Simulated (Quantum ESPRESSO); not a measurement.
# Fe: parallel and opposed starts, part 2 of 2

Aim: find out which collinear order of Fe costs least.

Quantum ESPRESSO 7.5; LDA; plane waves with GBRV 1.5 LDA potentials, no spin-orbit coupling.

So far, largest spin moment in the atom's sphere (μB): step 2 (run 1 (ferro +)) 2.28.

The database entry behind the starting cell differs from later determinations by our own check (about 0.2 % short), so it need not match the best structure at ambient conditions.

## (3) Run 2, typed as antiferro q=(1/2,1/2,1/2) +− (continued)

Spin moment in the atom's sphere by atom:

| atom | spin moment in the atom's sphere (μB) |
| --- | --- |
| Fe1 | 1.51 |
| Fe2 | -1.51 |

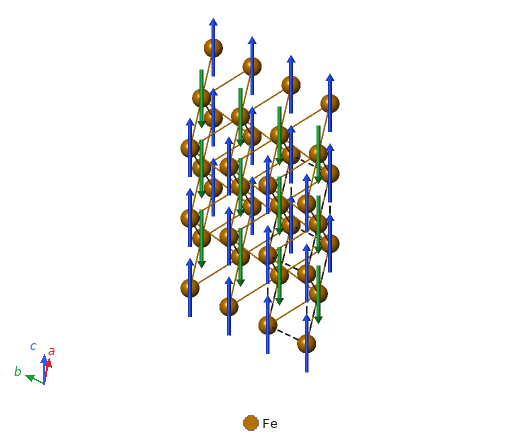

Spin moment in the atom's sphere as arrows, the longest 1.51 μB. Up and down stand for the sign. Arrows give size and sign along the axis of quantisation, drawn up and down the page. The two directions have two colours. 1×3×2 cells are drawn. Some periodic images of atoms are drawn too.

This step gave:

| Item | Value |
| --- | --- |
| smearing term TS | 0.1980 eV |
| magnetization | 0 μB |
| absolute magnetization | 3.136 μB |
| final state | antiferromagnetic |

## (4) Run 3, typed as antiferro q=(0,0,1/2) +−

This order needs a doubled cell of 2 atoms.

Input file pw.in:

```
&CONTROL
  calculation = 'scf'
  prefix = 'pwscf'
  outdir = './tmp'
  pseudo_dir = './pseudo'
  disk_io = 'nowf'
/
&SYSTEM
  ibrav = 0
  nat = 2
  ntyp = 2
  ecutwfc = 40
  ecutrho = 280
  nbnd = 23
  occupations = 'smearing'
  smearing = 'fd'
  degauss = 0.00734986
  nspin = 2
  starting_magnetization(1) = 0.175
  starting_magnetization(2) = -0.175
/
&ELECTRONS
  conv_thr = 4d-09
  electron_maxstep = 150
  mixing_beta = 0.3
/
ATOMIC_SPECIES
Fe1    55.8450 fe_lda_v1.5.uspp.F.UPF
Fe2    55.8450 fe_lda_v1.5.uspp.F.UPF
CELL_PARAMETERS angstrom
  -1.4302400000    1.4302400000    1.4302400000
   1.4302400000   -1.4302400000    1.4302400000
   2.8604800000    2.8604800000   -2.8604800000
ATOMIC_POSITIONS crystal
Fe1     0.0000000000    0.0000000000    0.0000000000
Fe2     0.0000000000    0.0000000000    0.5000000000
K_POINTS automatic
12 12 6 0 0 0
```

Launch:

```bash
$ OMP_NUM_THREADS=1 mpirun -n 4 pw.x -nk 4 -in pw.in > pw.out
```

The program printed:

```text
     [... lines left out ...]
Program PWSCF v.7.5 starts
     [... lines left out ...]
     number of atoms/cell      =            2
     [... lines left out ...]
     number of electrons       =        32.00
     number of Kohn-Sham states=           23
     kinetic-energy cutoff     =      40.0000  Ry
     charge density cutoff     =     280.0000  Ry
     scf convergence threshold =      4.0E-09
     [... lines left out ...]
      8 Sym. Ops., with inversion, found
     [... lines left out ...]
     number of k points=   154  Fermi-Dirac smearing, width (Ry)=  0.0073
     [... lines left out ...]
     iteration # 15     ecut=    40.00 Ry     beta= 0.30
     [... lines left out ...]
     Magnetic moment per site  (integrated on atomic sphere of radius R)
     atom   1 (R=0.413)  charge= 14.4175  magn=  1.9955
     atom   2 (R=0.413)  charge= 14.4175  magn= -1.9955
     [... lines left out ...]
     the Fermi energy is    17.4491 ev
!    total energy              =    -500.57561780 Ry
     estimated scf accuracy    <          3.1E-11 Ry
     smearing contrib. (-TS)   =      -0.00817228 Ry
     [... lines left out ...]
     total magnetization       =     0.00 Bohr mag/cell
     absolute magnetization    =     4.11 Bohr mag/cell
     convergence has been achieved in  15 iterations
```

Elapsed: 18 s, on 4 MPI ranks of Arm Neoverse V2, shared host; peak memory 0.32 GiB.

Spin moment in the atom's sphere by atom:

| atom | spin moment in the atom's sphere (μB) |
| --- | --- |
| Fe1 | 2.00 |
| Fe2 | -2.00 |

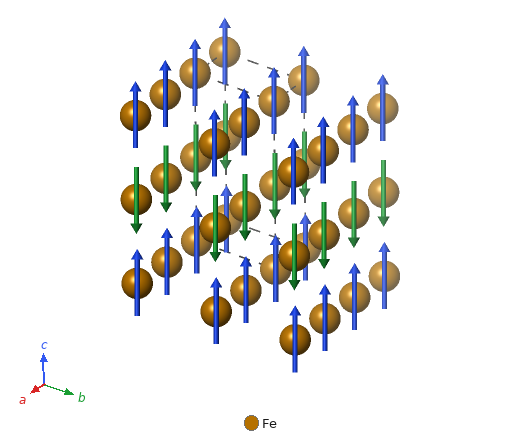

Spin moment in the atom's sphere as arrows, the longest 2.00 μB. Up and down stand for the sign. Arrows give size and sign along the axis of quantisation, drawn up and down the page. The two directions have two colours. 3×2×1 cells are drawn. Some periodic images of atoms are drawn too.

Read from the output:

| Property | Result |
| --- | --- |
| smearing term TS | 0.1112 eV |
| magnetization | 0 μB |
| absolute magnetization | 4.113 μB |
| final state | antiferromagnetic |

## (5) Run 4, typed as no spin polarisation

Input file pw.in:

```
&CONTROL
  calculation = 'scf'
  prefix = 'pwscf'
  outdir = './tmp'
  pseudo_dir = './pseudo'
  disk_io = 'nowf'
/
&SYSTEM
  ibrav = 0
  nat = 1
  ntyp = 1
  ecutwfc = 40
  ecutrho = 280
  nbnd = 14
  occupations = 'smearing'
  smearing = 'fd'
  degauss = 0.00734986
/
&ELECTRONS
  conv_thr = 2d-09
  electron_maxstep = 150
  mixing_beta = 0.3
/
ATOMIC_SPECIES
Fe     55.8450 fe_lda_v1.5.uspp.F.UPF
CELL_PARAMETERS angstrom
  -1.4302400000    1.4302400000    1.4302400000
   1.4302400000   -1.4302400000    1.4302400000
   1.4302400000    1.4302400000   -1.4302400000
ATOMIC_POSITIONS crystal
Fe      0.0000000000    0.0000000000    0.0000000000
K_POINTS automatic
12 12 12 0 0 0
```

The program printed:

```text
     [... lines left out ...]
Program PWSCF v.7.5 starts
     [... lines left out ...]
     number of atoms/cell      =            1
     [... lines left out ...]
     number of electrons       =        16.00
     number of Kohn-Sham states=           14
     kinetic-energy cutoff     =      40.0000  Ry
     charge density cutoff     =     280.0000  Ry
     scf convergence threshold =      2.0E-09
     [... lines left out ...]
     48 Sym. Ops., with inversion, found
     [... lines left out ...]
     number of k points=    72  Fermi-Dirac smearing, width (Ry)=  0.0073
     [... lines left out ...]
     iteration #  9     ecut=    40.00 Ry     beta= 0.30
     [... lines left out ...]
     the Fermi energy is    17.2325 ev
!    total energy              =    -250.27095590 Ry
     estimated scf accuracy    <          3.5E-10 Ry
     smearing contrib. (-TS)   =      -0.00888750 Ry
     [... lines left out ...]
     convergence has been achieved in   9 iterations
```

Wall time 1.5 s (4 MPI ranks); peak memory 0.05 GiB; 5.6 s of CPU time.

Read from the output:

* smearing term TS: 0.1209 eV
* final state: non-magnetic (no spin polarisation)

## (6) Ranking

An order is kept where moments of 0.15 μB or more survive with the typed signs; meshes match where a doubled cell samples the same k points as the first cell.

Orders:

| start | final state | typed order kept | energy over the lowest (meV a seeded atom) | largest site moment (μB) | net moment (μB a cell of the first run) | mesh matched | CPU time (s) |
| --- | --- | --- | --- | --- | --- | --- | --- |
| ferro + | ferromagnetic | yes | 0 | 2.281 | 2.26 | yes | 9.76 |
| antiferro q=(1/2,1/2,1/2) +- | antiferromagnetic | yes | 394.7 | 1.515 | 0 | yes | 47.72 |
| antiferro q=(0,0,1/2) +- | antiferromagnetic | yes | 206.3 | 1.995 | 0 | yes | 71.74 |
| no spin polarisation | non-magnetic | - | 435.6 | 0 | 0 | yes | 5.63 |

## (7) Summary of results

```json
{
 "lowest state found": "ferromagnetic (from ferro +)",
 "largest site moment": "2.28 μB",
 "next state with moments": "antiferromagnetic, 206 meV a seeded atom higher",
 "state without moments": "436 meV a seeded atom higher"
}
```

What this shows: This is the lowest of 4 collinear or spinless starts, no proof of the ground state. Energies are free energies at an electronic temperature of 1160 K, which lowers moments and differences where the moments are itinerant.

[Logs and program files are shortened in this print: banners, set-up blocks, solver, clock and traceback lines can be left out without a mark of their own.]

[Logs are printed without paths, hosts, clocks, repeated set-up lines and the standing remarks that a program may print on its own settings, such as how far it seeks lower states.]

[Hosts, paths, dates, database ids (printed as entryN), source tags and the programs' standing remarks are cut or masked in the printed files.]

[Where a cell is said to come from a database of computed structures, the database is the Materials Project.]
